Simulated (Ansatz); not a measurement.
Input file:

```
crystal:
  lattice:
    - [3.578917399, 0.0, 0.0]
    - [-1.7894586995, 3.0994333856, 0.0]
    - [0.0, 0.0, 9.0488275709]
  atoms:
    - { symbol: Hf, position: [0.3333333333, 0.6666666667, 0.3359186881] }
    - { symbol: Hf, position: [0.6666666667, 0.3333333333, 0.6640813119] }
    - { symbol: Sn, position: [0.0, 0.0, 0.0] }
    - { symbol: O, position: [0.3333333333, 0.6666666667, 0.5807820083] }
    - { symbol: O, position: [0.6666666667, 0.3333333333, 0.9143163949] }
    - { symbol: O, position: [0.0, 0.0, 0.2522767353] }
    - { symbol: O, position: [0.3333333333, 0.6666666667, 0.0856836051] }
    - { symbol: O, position: [0.6666666667, 0.3333333333, 0.4192179917] }
    - { symbol: O, position: [0.0, 0.0, 0.7477232647] }
basis:
  ecutwfc: 420
kpoints:
  mp_grid: { grid: [12, 12, 4] }
  band_path:
    path:
      - [[0.0, 0.0, 0.0], [0.5, 0.0, 0.0], [0.33333333, 0.33333333, 0.0], [0.0, 0.0, 0.0], [0.0, 0.0, 0.5], [0.5, 0.0, 0.5], [0.33333333, 0.33333333, 0.5], [0.0, 0.0, 0.5]]
      - [[0.5, 0.0, 0.5], [0.5, 0.0, 0.0]]
      - [[0.33333333, 0.33333333, 0.5], [0.33333333, 0.33333333, 0.0]]
    npoints: 14
hamiltonian:
  xc: pbe
scf:
  occupations: { method: gaussian, width: 0.02 }
  n_extra_bands: 22
output:
  forces: true
  stress: true
  eigenvalues: true
  populations: true
  dos: { projected: true, de: 0.02, nscf_kmesh: { grid: [18, 18, 6] } }
  bader: true
  write_density: true
  write_potential: true
  elf: true
  volumetric_format: npy
```

Command:

```sh
ansatz run input.yaml --threads 1 --pin off --max-ram 2560MiB --backend cpu --events-out ev --progress --plain --runs-dir out
```

Below, planes, directions and counts refer to the conventional cell (a = 3.58 Å, b = 3.58 Å, c = 9.05 Å, α = 90.00°, β = 90.00°, γ = 120.00°).

Space group P-3m1; a structure generated by program, which may or may not match a known phase.

Method: Ansatz 0.2.0, DFT PBE, scalar-relativistic, plane waves, PAW.

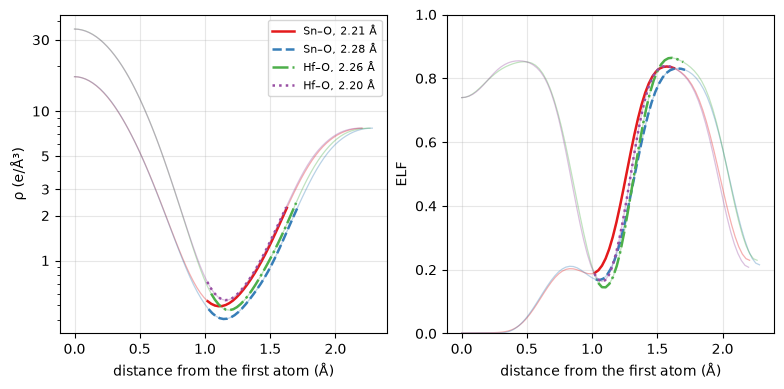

Hf2SnO6. Valence electron density and electron localisation function along straight lines between neighbouring atoms. Thin, pale parts lie inside the atomic spheres.

Core electrons are frozen (PAW), and the valence fields are smoothed inside the atomic spheres.

Compare the contacts.

Sn–O (2.21 Å): ρ is about 0.49 e/Å³ halfway; the ELF peaks at about 0.85 in the valence shell of O, 0.6 Å from its nucleus, and is about 0.25 at the midpoint (no shared electron pair shows on this line).
Sn–O (2.28 Å): the density is about 0.41 e/Å³ at the midpoint; the ELF peaks at about 0.85 in the valence shell of O, 0.6 Å from its nucleus, and is about 0.20 at the midpoint (no shared electron pair shows on this line).
Hf–O (2.26 Å): the density is about 0.48 e/Å³ at the midpoint; the ELF peaks at about 0.85 in the valence shell of O, 0.7 Å from its nucleus, and drops to about 0.15 between the two atoms: no shared electron pair shows on this line.
Hf–O (2.20 Å): ρ is about 0.57 e/Å³ halfway; the ELF peaks at about 0.85 in the valence shell of O, 0.6 Å from its nucleus, and drops to about 0.15 between the two atoms (no localised pair shows between them).
